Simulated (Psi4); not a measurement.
**SiO2 (silicon dioxide molecule) at SCAN/def2-TZVP (sweep point 8)**

What is the vertical singlet–triplet gap of SiO2 (silicon dioxide molecule) at SCAN/def2-TZVP (sweep point 8)? 

The results are computed with Psi4 1.11.

### 1 The molecule

SiO2: 3 atoms, total charge 0, spin state singlet. SMILES: `O=[Si]=O`. Geometry: relaxed at PBE0-D4/def2-TZVP.

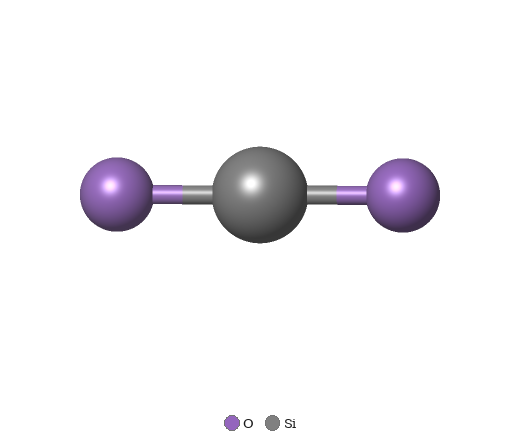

The structure, seen from a chosen angle (oxygen purple, silicon grey).

### 2 A single-point energy at SCAN/def2-TZVP (sweep point 8)

input.inp reads:

```
memory 1600 MB

molecule geom {
  O      0.697730     1.229600     0.518760
  Si    -0.000010     0.000000     0.000000
  O     -0.697730    -1.229610    -0.518760
  symmetry c1
}

set {
  basis                def2-TZVP
  reference            rks
  puream               true
  scf_type             pk
  dft_radial_points    99
  dft_spherical_points 590
}

energy_value, wavefunction = energy('scan', return_wfn=True)
```

Started as:

```bash
$ psi4 input.inp input.out -n 1
```

input.out:

```text
[...]
  Running in c1 symmetry.
[...]
  Nuclear repulsion =   89.956438948079580
[...]
  Multiplicity = 1
[...]
  Nalpha       = 15
  Nbeta        = 15
[...]
    Number of basis functions: 99
[...]
   @RKS iter   1:  -439.47063299881023   -7.27014e-02   1.19461e-02 ADIIS/DIIS
[...]
   @RKS iter  10:  -439.99114902182259   -7.59087e-09   3.02408e-08 DIIS
[...]
    Orbital Energies [Eh]
    ---------------------
    Doubly Occupied:
       1A    -65.910743     2A    -18.975143     3A    -18.975124
       4A     -5.279993     5A     -3.625468     6A     -3.625468
       7A     -3.615957     8A     -0.964839     9A     -0.941000
      10A     -0.436843    11A     -0.368875    12A     -0.358081
      13A     -0.358081    14A     -0.320915    15A     -0.320915
[...]
  @RKS Final Energy:  -439.99114902182259
   => Energetics <=
    Nuclear Repulsion Energy =             89.9564389480795796
    One-Electron Energy =                -787.3487801554819043
    Two-Electron Energy =                 295.5085176821495452
    DFT Exchange-Correlation Energy =     -38.1073254965698567
    Empirical Dispersion Energy =           0.0000000000000000
    VV10 Nonlocal Energy =                  0.0000000000000000
    Total Energy =                       -439.9911490218225936
[...]
 Multipole Moments:
 ------------------------------------------------------------------------------------
     Multipole            Electronic (a.u.)      Nuclear  (a.u.)        Total (a.u.)
 ------------------------------------------------------------------------------------
 L = 1.  Multiply by 2.5417464519 to convert [e a0] to [Debye]
 Dipole X            :         -0.0000223           -0.0000001           -0.0000224
 Dipole Y            :         -0.0000004           -0.0000000           -0.0000004
 Dipole Z            :         -0.0000012           -0.0000000           -0.0000012
 Magnitude           :                                                    0.0000224
[...]
```

Run time: 14 s. Hardware: 1 thread of Intel Xeon 6975P-C (Granite Rapids), shared host; peak memory 0.72 GiB.

### 3 The triplet at the same level

o2si.inp reads:

```
memory 1.6 GB

molecule system {
  0 3
  O      0.697730     1.229600     0.518760
  Si    -0.000010     0.000000     0.000000
  O     -0.697730    -1.229610    -0.518760
  symmetry c1
}

set globals {
  basis                def2-TZVP
  reference            uks
  puream               true
  scf_type             pk
  dft_radial_points    99
  dft_spherical_points 590
  maxiter              100
}

e, wfn = energy("scan", return_wfn=True)
```

Started as:

```bash
$ psi4 -i o2si.inp -o o2si.out -n 1
```

o2si.out:

```text
[...]
  Running in c1 symmetry.
[...]
  Nuclear repulsion =   89.956438948079580
[...]
  Multiplicity = 3
[...]
  Nalpha       = 16
  Nbeta        = 14
[...]
    Number of basis functions: 99
[...]
   @UKS iter   1:  -439.57692483554439   -1.78993e-01   8.83323e-03 DIIS/ADIIS
[...]
   @UKS iter  16:  -439.85702353371471   -1.66064e-07   7.25931e-07 DIIS
[...]
   @S^2 Observed:                2.014374932E+00
[...]
    Orbital Energies [Eh]
    ---------------------
    Alpha Occupied:
       1A    -65.896616     2A    -19.021186     3A    -19.021166
       4A     -5.264259     5A     -3.608871     6A     -3.608261
       7A     -3.603206     8A     -1.014742     9A     -0.993961
      10A     -0.474726    11A     -0.423881    12A     -0.410790
      13A     -0.396914    14A     -0.388316    15A     -0.354410
      16A     -0.197606
    Alpha Virtual:
      17A     -0.093994    18A     -0.080922    19A      0.111592
      20A      0.151528    21A      0.152845    22A      0.153878
      23A      0.186727    24A      0.193123    25A      0.355931
[...]
  @UKS Final Energy:  -439.85702353371471
   => Energetics <=
    Nuclear Repulsion Energy =             89.9564389480795796
    One-Electron Energy =                -786.8147718221208606
    Two-Electron Energy =                 295.0839438329346081
    DFT Exchange-Correlation Energy =     -38.0826344926080722
    Empirical Dispersion Energy =           0.0000000000000000
    VV10 Nonlocal Energy =                  0.0000000000000000
    Total Energy =                       -439.8570235337147096
[...]
 Multipole Moments:
 ------------------------------------------------------------------------------------
     Multipole            Electronic (a.u.)      Nuclear  (a.u.)        Total (a.u.)
 ------------------------------------------------------------------------------------
 L = 1.  Multiply by 2.5417464519 to convert [e a0] to [Debye]
 Dipole X            :          0.0000119           -0.0000001            0.0000119
 Dipole Y            :         -0.0000041           -0.0000000           -0.0000041
 Dipole Z            :         -0.0000081           -0.0000000           -0.0000081
 Magnitude           :                                                    0.0000149
[...]
```

It took 27 s on 1 thread of Intel Xeon 6975P-C (Granite Rapids), shared host; peak memory 0.72 GiB.

### 4 Summary of results

At SCAN/def2-TZVP (sweep point 8):

```
                                        quantity          value
                           singlet: total energy  -439.99115 Eh
                          singlet: dipole moment         0.00 D
                            singlet: HOMO energy       -8.73 eV
                            singlet: LUMO energy       -4.25 eV
                          singlet: HOMO–LUMO gap        4.49 eV
                           triplet: total energy  -439.85702 Eh
                          triplet: dipole moment         0.00 D
     triplet: HOMO energy (highest over α and β)       -5.38 eV
                                   triplet: ⟨S²⟩          2.014
vertical energy of the triplet above the singlet       3.650 eV
```

What this shows: At this shape the triplet lies 3.65 eV (84 kcal/mol) above the singlet.
